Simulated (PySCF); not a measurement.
# C₄H₁₀GeN₂ (SMILES [NH2][Ge]1([NH2])[CH2]C=C[CH2]1): what the fields show

Input file:

```
{"job": {"kind": "uv", "xc": "wB97X-D", "basis": "def2-SVPD", "nstates": 8, "ntriplets": 3}, "charge": 0, "multiplicity": 1}
N      1.195694     1.609585    -1.377163
Ge     0.680802     0.215342    -0.318310
N      2.198043    -0.799618    -0.167954
C     -0.841338    -0.833521    -1.060411
C     -1.787176    -0.933063     0.094318
C     -1.573713    -0.252519     1.210917
C     -0.383432     0.641124     1.352695
H      0.629780     2.443834    -1.338709
H      2.169088     1.869255    -1.341529
H      2.996245    -0.353961     0.262800
H      2.058023    -1.691372     0.286120
H     -1.314048    -0.310182    -1.892067
H     -0.570823    -1.823750    -1.425434
H     -2.648766    -1.579272    -0.011416
H     -2.252690    -0.321867     2.050851
H      0.135526     0.446908     2.291531
H     -0.698213     1.685107     1.373850
```

Launched as:

```sh
OMP_NUM_THREADS=1 python probes_run.py task.json out
```

Geometry: GFN2-xTB.

Computed with PySCF 2.14.0, wB97X-D/def2-SVPD, SCF density, gas phase.

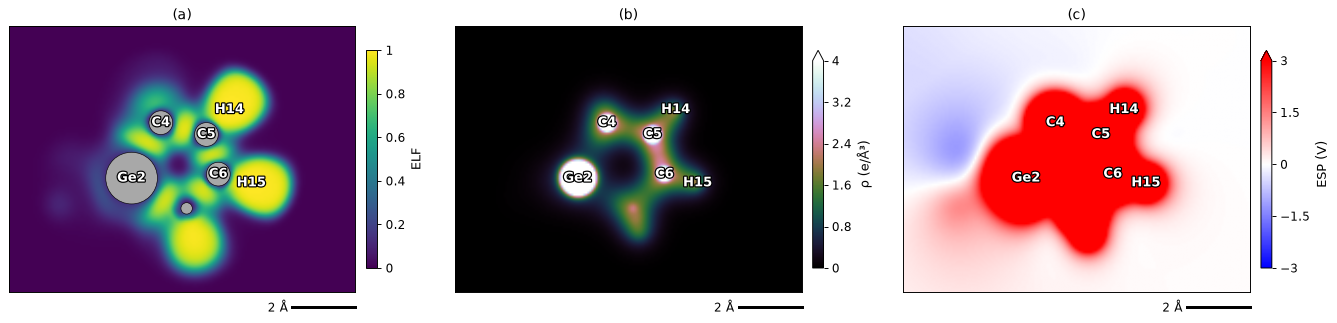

Figure 1. (a) ELF; (b) total electron density; (c) molecular electrostatic potential on the plane of atoms Ge2, C4 and C5. Grey discs cover the atomic cores in the ELF map.

> Describe what can be read from this map.

- The section cuts through Ge, C and H sites.
- C–C (1.32 Å): ρ at the midpoint is about 2.3 e/Å³; the ELF peaks at about 0.95 between the atoms (a short, multiple covalent bond).
- C–Ge (1.99 Å): ρ at the midpoint is about 0.85 e/Å³; the ELF peaks at about 0.95 in the valence shell of C, 0.7 Å from its nucleus, and is about 0.75 at the midpoint.
- C–C (1.50 Å): the density is about 1.7 e/Å³ at the midpoint; the ELF peaks at about 0.95 between the atoms; a covalent bond.
- C–H (1.08 Å): ρ is about 2 e/Å³ halfway; the ELF climbs to about 1 towards the hydrogen, as it does in any bond to H: a covalent bond by its length.
- Outside the dense part of the molecule the potential is most negative (−1.2 V) near N1, which lies off the plane.

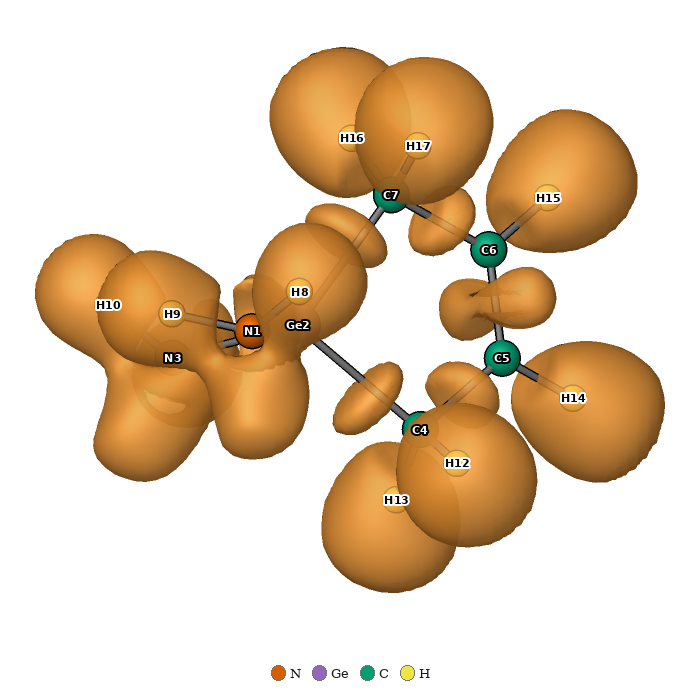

Figure 2. Isosurface of the electron localisation function at 0.8 (orange), seen at an oblique angle. Only the valence region is drawn (cores and ρ < 0.01 e/Å³ removed).

> What do the ELF domains correspond to?

At this value the surface marks out three regions between bonded C–C atoms (shared pairs), six regions around hydrogen nuclei, two lobes of the valence shell of C pointing towards Ge (polar bonds) and two joined regions spread over several atoms (H, N), in which their bonds and any lone pairs are merged. Along the contacts the grid gives the following. Ge–N (1.82 Å): the ELF peaks at about 0.90 in the valence shell of N, 0.6 Å from its nucleus, and is about 0.50 at the midpoint.

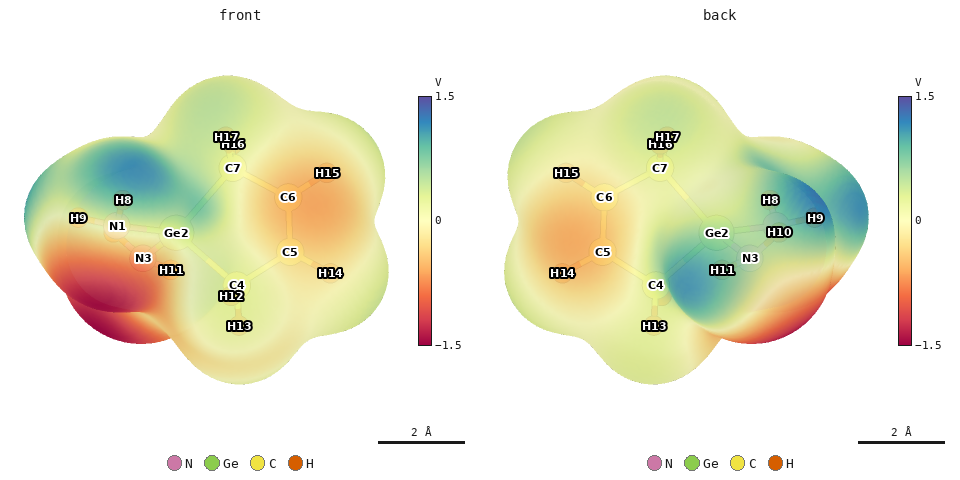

Figure 3. The electrostatic potential painted on the density surface at 0.001 e/bohr³, seen from the front and from behind; red is negative and blue positive.

> Which sites attract a positive test charge, and which a negative one?

A positive charge is drawn to the negative regions and a negative charge to the positive ones. The most negative region (about −1.4 V) lies over N1 and N3, the most positive (about +1.2 V) over H10.

> How polar is the molecule by this calculation?

Its dipole moment is 1.78 D.
